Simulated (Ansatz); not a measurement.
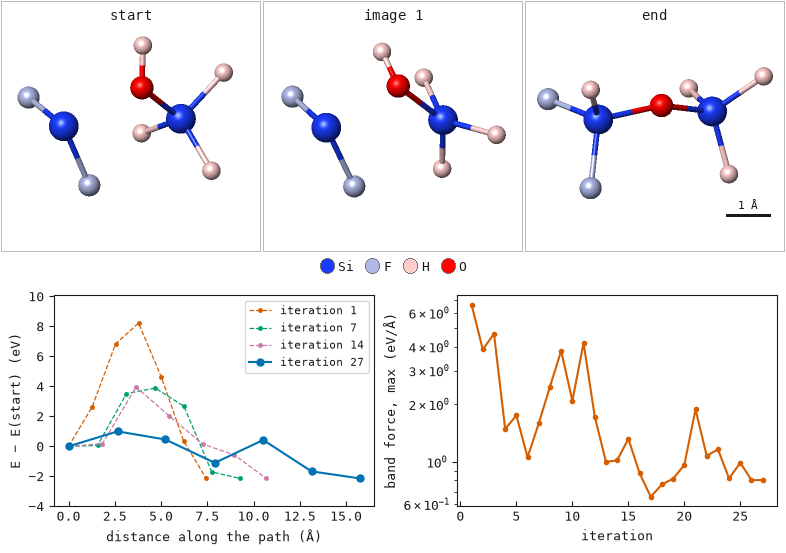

A nudged-elastic-band calculation for Si$_{2}$H$_{4}$OF$_{2}$. Images are numbered from 0 (start) to 6 (end). The plot follows the band through its iterations. Style: ball-and-stick. Shown at a tilt.

Level of theory: RKS PBE0-D4/def2-SVP (Ansatz).

The input:
```yaml
crystal:
  periodic: [false, false, false]
  atoms:
    - {symbol: Si, position_ang: [-1.470956, -1.548536, 0.206362]}
    - {symbol: F, position_ang: [0.011448, -1.822427, 0.847958]}
    - {symbol: F, position_ang: [-1.104188, -1.748138, -1.365472]}
    - {symbol: H, position_ang: [-1.350333, 1.013482, -0.449600]}
    - {symbol: O, position_ang: [-0.798819, 0.438675, 0.089179]}
    - {symbol: Si, position_ang: [0.862254, 0.814394, 0.156841]}
    - {symbol: H, position_ang: [0.934217, 2.236026, -0.264054]}
    - {symbol: H, position_ang: [1.296683, 0.656247, 1.556177]}
    - {symbol: H, position_ang: [1.619593, -0.039524, -0.777492]}
basis:
  gaussian: {orbitals: def2-SVP}
hamiltonian: {xc: pbe0, dispersion: d4}
neb:
  images: 5
  climbing: true
  max_iterations: 30
  initial_path: idpp
  final_atoms:
    - {symbol: Si, position_ang: [-1.271152, -0.908855, 0.007704]}
    - {symbol: F, position_ang: [-1.080780, -1.702421, 1.362828]}
    - {symbol: F, position_ang: [-0.937815, -1.921606, -1.160881]}
    - {symbol: H, position_ang: [1.062220, 2.479146, -0.143254]}
    - {symbol: O, position_ang: [-0.268610, 0.336343, -0.044702]}
    - {symbol: Si, position_ang: [1.230631, 1.012781, -0.018980]}
    - {symbol: H, position_ang: [-2.662980, -0.470523, -0.108771]}
    - {symbol: H, position_ang: [1.900773, 0.682807, 1.262077]}
    - {symbol: H, position_ang: [2.027613, 0.492528, -1.156121]}
```

Run as
```bash
ansatz run in.yaml --threads 4 --pin off --events-out ev --progress --plain --max-ram 9574MiB
```

### Did the band converge, and can the barrier be trusted?

The result isn't final. The run hit its time limit after 27 iterations, unconverged. The largest component of the band force went from 6.6 to 0.8 eV/Å. The barrier read from it is provisional: over the last two iterations the highest image moved from 1.30 eV to 1.00 eV. The largest force component is 0.97 eV/Å at the start and 0.89 eV/Å at the end; an end with forces this large is no minimum, and the barrier measured from it can be far off. The settings are unsound (end atoms swapped), so the numbers of this run aren't to be trusted. The first iteration put the highest image at 8.22 eV. Forward barrier 1.00 eV, backward barrier 3.14 eV, with image 1 at the top; the reaction energy is −2.14 eV. The profile has 2 maxima (images 1, 4) with a dip at image 3 (−1.10 eV), which on an unconverged band is provisional.

Cost: 2.5 min on 4 threads of Arm Neoverse V2 (shared host).
